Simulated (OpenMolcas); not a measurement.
**Energy and gradient calculation of SiH$_{3}$ (charge −1)**

The run: energy and gradient calculation of SiH$_{3}$, charge −1, SMILES [SiH3-]. Method and program: HF/3-21G, RHF (OpenMolcas 26.06).

The geometry comes from this level: PBE0-D4/def2-TZVPD.

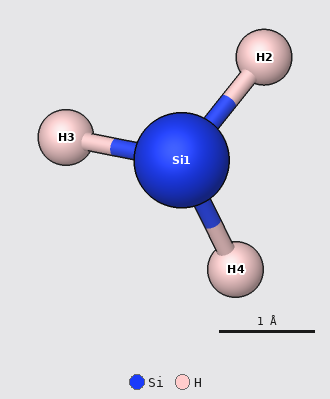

The structure as given in the input (ball-and-stick view, seen on its broad side; atoms are numbered from 1 in the order of the input).

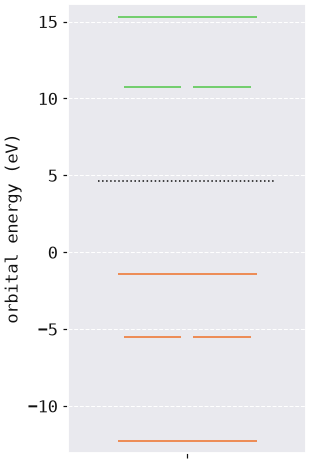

Orbital energies near the frontier; the dotted line parts filled from empty levels, and levels within 0.02 eV of each other stand side by side. Highest filled −1.44 eV, lowest empty 10.75 eV, 12.19 eV apart.

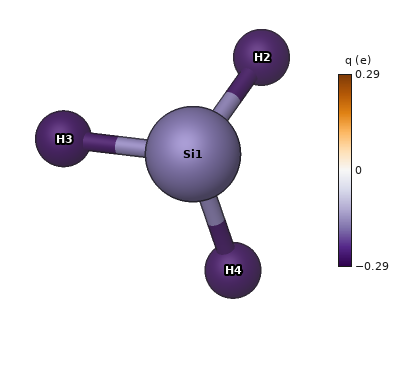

Mulliken charges, as the colour of each atom (ball-and-stick view, seen at a tilt; atoms are numbered from 1 in the order of the input). By element: Si −0.17 and H −0.28 e.

The input that produced these results follows, with the program's output.

## The input
```
* H3Si Hartree-Fock
>>> EXPORT MOLCAS_PRINT=2

&GATEWAY
  BASLIB
  $CurrDir
  COORD
  4
  angstrom
  Si       0.539700      -0.050700      -0.300900
  H        0.426600       0.622300       1.085900
  H       -0.298500      -1.283700       0.106800
  H       -0.667800       0.712200      -0.891800
  BASIS
  3-21G
  GROUP
  NoSym

&SEWARD

&SCF
  CHARGE
  -1
  THRESHOLDS
  1e-10 1e-07 1e-07 1e-05
  PRORBITALS
  1 1

&ALASKA
```

Launched with:
```bash
export MOLCAS_MEM=1860
pymolcas job.input > job.log
```

## The program's output
```
--- Start Module: gateway ---

                                              &GATEWAY

                       available to each process: 1.9 GB of memory, 1 thread

 Basis Set     1 Label: SI.3-21G
 Basis set is read from library:.
 basistype.tbl is not found

 Basis Set     2 Label: H.3-21G
 Basis set is read from library:.
 basistype.tbl is not found

++    Symmetry information:
      ---------------------

                    Character Table for C1

                             E
                    a        1  x, y, xy, Rz, z, xz, Ry, yz, Rx, I
--

++    Basis set information:
      ----------------------

      Basis set label: SI.3-21G.........

      Electronic valence basis set:
      ------------------
      Associated Effective Charge  14.000000 au
      Associated Actual Charge     14.000000 au
      Nuclear Model: Point charge

      Shell  nPrim  nBasis  Cartesian Spherical Contaminant
         s       9       4        X
         p       6       3        X

      Basis set label: H.3-21G.........

      Electronic valence basis set:
      ------------------
      Associated Effective Charge   1.000000 au
      Associated Actual Charge      1.000000 au
      Nuclear Model: Point charge

      Shell  nPrim  nBasis  Cartesian Spherical Contaminant
         s       3       2        X
--

++    Molecular structure info:
      -------------------------

                    ************************************************
                    **** Cartesian Coordinates / bohr, angstrom ****
                    ************************************************

     Center  Label                x              y              z                     x              y              z
        1      SI1              1.019885      -0.095809      -0.568619              0.539700      -0.050700      -0.300900
        2      H2               0.806157       1.175977       2.052054              0.426600       0.622300       1.085900
        3      H3              -0.564083      -2.425841       0.201823             -0.298500      -1.283700       0.106800
        4      H4              -1.261959       1.345863      -1.685258             -0.667800       0.712200      -0.891800

                    ***************************************
                    *    InterNuclear Distances / bohr    *
                    ***************************************

               1 SI1           2 H2            3 H3            4 H4
    1 SI1      0.000000
    2 H2       2.920795        0.000000
    3 H3       2.920888        4.274811        0.000000
    4 H4       2.920978        4.274747        4.274793        0.000000

                    *******************************************
                    *    InterNuclear Distances / angstrom    *
                    *******************************************

               1 SI1           2 H2            3 H3            4 H4
    1 SI1      0.000000
    2 H2       1.545618        0.000000
    3 H3       1.545667        2.262132        0.000000
    4 H4       1.545715        2.262099        2.262123        0.000000

                    **************************************
                    *    Valence Bond Angles / degree    *
                    **************************************
                          Atom centers                 Phi
                      2 H2       1 SI1      3 H3        94.07
                      2 H2       1 SI1      4 H4        94.07
                      3 H3       1 SI1      4 H4        94.07
--

            Nuclear Potential Energy             15.08098368 au

--- Stop Module: gateway /rc=_RC_ALL_IS_WELL_ ---

--- Start Module: seward ---

                                              &SEWARD

                       available to each process: 1.9 GB of memory, 1 thread

               SEWARD will generate:
                  Multipole Moment integrals up to order  2
                  Kinetic Energy integrals
                  Nuclear Attraction integrals (point charge)
                  One-Electron Hamiltonian integrals
                  Velocity integrals
                  Orbital angular momentum around (  0.8873  -0.0833  -0.4947 )
                  Velocity quadrupole around (  0.8873  -0.0833  -0.4947 )
                  Two-Electron Repulsion integrals

                   Integrals are discarded if absolute value <: 1.00E-14
                   Integral cutoff threshold is set to       <: 1.00E-16

            Nuclear Potential Energy             15.08098368 au

      Basis set specifications :
      Symmetry species         a
      Basis functions           19

--- Stop Module: seward /rc=_RC_ALL_IS_WELL_ ---

--- Start Module: scf ---

                                                &SCF

                       available to each process: 1.9 GB of memory, 1 thread

++    Input section:
      --------------

      Header of the integral files:

      Cartesian coordinates in angstrom:
      -----------------------------------------------------
      No.  Label        X            Y            Z
      -----------------------------------------------------
       1   SI1        0.53970000  -0.05070000  -0.30090000
       2   H2         0.42660000   0.62230000   1.08590000
       3   H3        -0.29850000  -1.28370000   0.10680000
       4   H4        -0.66780000   0.71220000  -0.89180000
      -----------------------------------------------------
      Nuclear repulsion energy =   15.08098368
--

++    Orbital specifications:
      -----------------------

      Symmetry species               1
                                     a
      Frozen orbitals                0
      Aufbau                         9
      Start temperature = 0.500
      End temperature   = 0.010
      Temperature Factor= 0.460
      Deleted orbitals               0
      Total number of orbitals      19
      Number of basis functions     19
--

      Molecular charge                          -1.000

++    Optimization specifications:
      ----------------------------

      SCF Algorithm: Conventional
      Minimized density differences are used
      Number of density matrices in core                 5
      Maximum number of NDDO SCF iterations            400
      Maximum number of HF SCF iterations              400
      Threshold for SCF energy change             1.00E-10
      Threshold for density matrix                1.00E-07
      Threshold for Fock matrix                   1.00E-07
      Threshold for linear dependence             1.00E-09
      Threshold at which DIIS is turned on        1.50E-01
      Maximum depth in the DIIS procedure                5
      Maximum depth in the BFGS Hessian update          30
      Threshold at which QNR/C2DIIS is turned on  7.50E-02
      Threshold for Norm(delta) (QNR/C2DIIS)      1.00E-05
      All orbitals punched on: SCFORB
--

      Input vectors read from INPORB
      Orbital file label: *Guess orbitals

++ Convergence information
                                   SCF        iterations: Energy and convergence statistics

Iter     Tot. SCF        One-elec.       Two-elec.     Energy      Max Dij or  Max Fij      DNorm      TNorm      AccCon     Time
         Energy          Energy          Energy        Change      Delta Norm                                                in Sec.
   1  -287.252059830  -435.802464242   133.469420734   0.00E+00    1.45E-01*   3.42E-01*    6.41E+00   5.94E+01   None         0.
   2  -287.692184576  -432.837878020   130.064709766  -4.40E-01*   5.89E-02*   4.17E-02*    6.27E+00   5.86E+01   EDIIS        0.
   3  -288.698747143  -434.908467215   131.128736394  -1.01E+00*   2.97E-02*   3.01E-02*    2.85E+00   5.88E+01   EDIIS        0.
   4  -289.050405937  -435.492823900   131.361434284  -3.52E-01*   2.57E-02*   1.32E-02*    1.40E+00   5.89E+01   EDIIS        0.
   5  -289.083974078  -435.384164560   131.219206804  -3.36E-02*   8.12E-03*   3.44E-03*    9.81E-02   5.88E+01   EDIIS        0.
   6  -289.084153207  -435.383742218   131.218605333  -1.79E-04*   2.81E-03*   1.19E-03*    2.58E-02   5.88E+01   EDIIS        0.

       Fermi aufbau procedure completed!
      nOcc=    9

   7  -289.084163811  -435.385635026   131.220487536  -1.06E-05*   1.89E-04*   5.69E-04*    2.72E-03   5.88E+01   c2DIIS       0.
   8  -289.084165220  -435.385822035   131.220673137  -1.41E-06*   4.74E-05*   2.56E-05*    4.46E-04   5.88E+01   QNRc2DIIS    0.
   9  -289.084165224  -435.385916498   131.220767595  -4.74E-09*   2.56E-05*   8.24E-06*    7.11E-05   5.88E+01   QNRc2DIIS    0.
  10  -289.084165225  -435.385882498   131.220733595  -6.44E-10*   1.88E-06    6.15E-07*    1.92E-05   5.88E+01   QNRc2DIIS    0.
  11  -289.084165225  -435.385893977   131.220745074  -4.95E-12    5.38E-07    2.53E-07*    2.57E-05   5.88E+01   QNRc2DIIS    0.
  12  -289.084165225  -435.385890817   131.220741913  -9.09E-13    3.91E-08    1.23E-08     3.80E-05   5.88E+01   QNRc2DIIS    0.

       Convergence after  12 Iterations
--

 *****************************************************************************************************************************
 *                                             SCF/KS-DFT Program, Final results                                             *
 *                                                       Final Results                                                       *
 *****************************************************************************************************************************

::    Total SCF energy                               -289.0841652250
      One-electron energy                            -435.3858908165
      Two-electron energy                             131.2207419134
      Nuclear repulsion energy                         15.0809836781
      Kinetic energy (interpolated)                   288.9637686631
      Virial theorem                                    1.0004166493
      Total spin, S(S+1)                                0.0000000000
      Total spin, S                                     0.0000000000
      Max non-diagonal density matrix element           0.0000000577
      Max non-diagonal Fock matrix element              0.0000000055

      All orbitals with orbital energies smaller than  E(LUMO)+0.5 are printed

++    Molecular orbitals:
      -------------------

      Title: SCF orbitals

      Molecular orbitals for symmetry species 1: a

          Orbital            1         2         3         4         5         6         7         8         9        10
          Energy          -68.0097   -5.8183   -3.9129   -3.9129   -3.9109   -0.4507   -0.2018   -0.2018   -0.0531    0.3951
          Occ. No.          2.0000    2.0000    2.0000    2.0000    2.0000    2.0000    2.0000    2.0000    2.0000    0.0000

          Orbital           11        12        13        14        15        16
          Energy            0.3951    0.5633    0.6991    0.7460    0.7460    0.7909
          Occ. No.          0.0000    0.0000    0.0000    0.0000    0.0000    0.0000

--

++    Molecular charges:
      ------------------

      Mulliken charges per centre and basis function type
      ---------------------------------------------------

                SI1     H2      H3      H4
      1s       5.5514  1.2767  1.2767  1.2767
      2px      3.2209  0.0000  0.0000  0.0000
      2pz      2.7927  0.0000  0.0000  0.0000
      2py      2.6049  0.0000  0.0000  0.0000
      Total   14.1699  1.2767  1.2767  1.2767

      N-E     -0.1699 -0.2767 -0.2767 -0.2767

      Total electronic charge=   18.000000

      Total            charge=   -1.000000
--

++    Molecular properties:
      ---------------------

      Charge (e):
                      =   -1.0000
      Dipole Moment (debye):
      Origin of the operator (angstrom)=    0.4695   -0.0441   -0.2618
                   X= -1.3546E-01               Y=  1.2707E-02               Z=  7.5917E-02           Total=  1.5581E-01
      Center of Charge (angstrom)
                     X=    0.49772029               Y=   -0.04674915               Z=   -0.27757642
      Quadrupole Moment (debye*angstrom):
      Origin of the operator (angstrom)=    0.4695   -0.0441   -0.2618
                  XX= -2.4706E+01              XY=  2.5558E-01              XZ=  1.5159E+00              YY= -2.2011E+01
                  YZ= -1.4238E-01              ZZ= -2.2832E+01
      In traceless form (debye*angstrom)
                  XX= -2.2843E+00              XY=  3.8337E-01              XZ=  2.2738E+00              YY=  1.7579E+00
                  YZ= -2.1357E-01              ZZ=  5.2637E-01
--

--- Stop Module: scf /rc=_RC_ALL_IS_WELL_ ---

--- Start Module: alaska ---

                                              &ALASKA

                       available to each process: 1.9 GB of memory, 1 thread

                     Threshold for contributions to the gradient: 1.000E-07

                    ********************************************
                    * Symmetry Adapted Cartesian Displacements *
                    ********************************************

           Irreducible representation : a
           Basis function(s) of irrep: x, y, xy, Rz, z, xz, Ry, yz, Rx, I

 Basis Label        Type   Center Phase
   1   SI1          x         1     1
   2   SI1          y         1     1
   3   SI1          z         1     1
   4   H2           x         2     1
   5   H2           y         2     1
   6   H2           z         2     1
   7   H3           x         3     1
   8   H3           y         3     1
   9   H3           z         3     1
  10   H4           x         4     1
  11   H4           y         4     1
  12   H4           z         4     1

                     No automatic utilization of translational and rotational invariance of the energy is employed.

 Conventional ERI gradients!

 **************************************************
 *              Molecular gradients               *
 **************************************************

  Irreducible representation: a
 ------------------------------------------------------------------------------------------
                              X                       Y                       Z
 ------------------------------------------------------------------------------------------
  SI1              -2.49054903171819E-03    2.33050188349071E-04    1.41362354227237E-03
  H2               -1.51996701310003E-03   -2.43211603749138E-03   -4.30491306735403E-03
  H3                1.29311608978155E-03    4.97171453751033E-03   -4.92965242222310E-04
  H4                2.71739995503495E-03   -2.77264868836924E-03    3.38425476730675E-03
 ------------------------------------------------------------------------------------------

--- Stop Module: alaska /rc=_RC_ALL_IS_WELL_ ---

.##################.
.# Happy landing! #.
.##################.

    Timing: Wall=1.54 User=1.16 System=0.37
```

## Results in brief

```csv
quantity,value
outcome,converged
total energy,−289.084165 hartree
basis functions,19
largest force,0.266 eV/Å
HOMO,−1.44 eV
LUMO,10.75 eV
hardware,"1 thread of Arm Neoverse V1, 24 GiB of memory available, shared host"
wall time,1.8 s
peak memory,0.37 GiB
```
